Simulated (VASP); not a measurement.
Band structure of LaCu2 (space group P6/mmm). These are LDA (Ceperley-Alder, Perdew-Zunger), VASP's LDA PAW potentials (set 64) (plane waves; VASP) values and carry that method's errors.

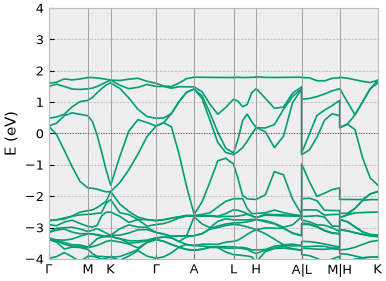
Bands along high-symmetry lines, zero at the valence-band maximum or, without a gap, the Fermi level

Task: Read the plot: is there a gap, and where are the band edges?

Result: It has no gap at this level: it comes out as a metal or semimetal.

The structure comes from a computed database's LaCu2 entry (P6/mmm); how it stands against other phases isn't given here. The cell was not relaxed at this level. The electron count is odd and the run is not spin-polarised, which forces a metal.
